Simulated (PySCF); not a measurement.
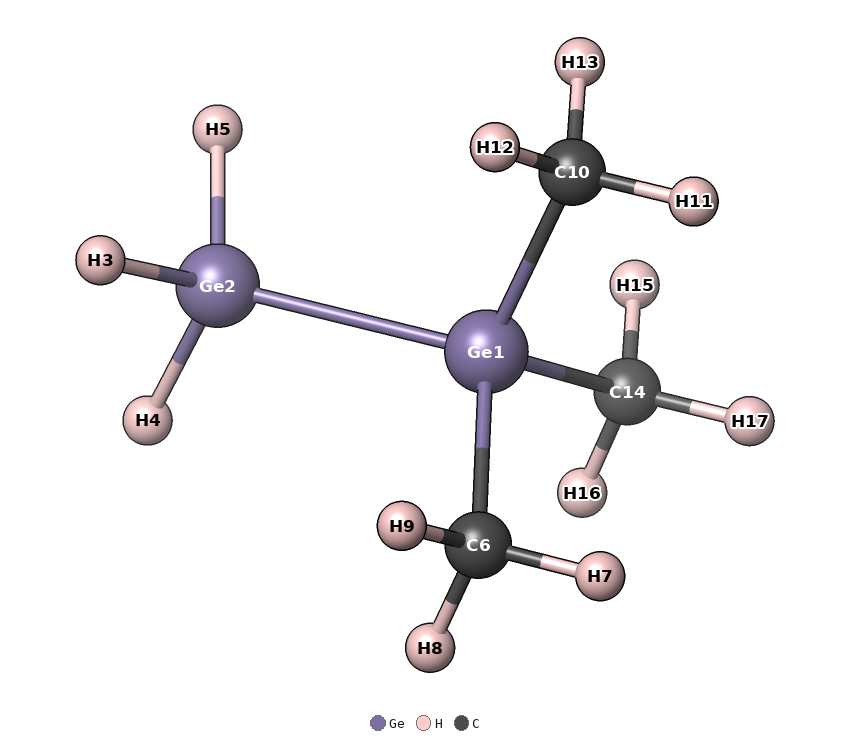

Computed geometry: PBE0-D3(BJ)/def2-SVP optimisation. No frequency run is at hand to confirm it as a minimum. Method: delta-SCF UKS SCAN, pcX-2 on the ionised atom (unc-x2c-TZVPall on a metal), pcseg-1 elsewhere, spin-free X2C (PySCF 2.14.0).

Give the core-electron binding energies (to vacuum) of C6 1s.

```json
{"atom": "C6", "level": "1s", "binding energy (eV)": "289.9"}
```
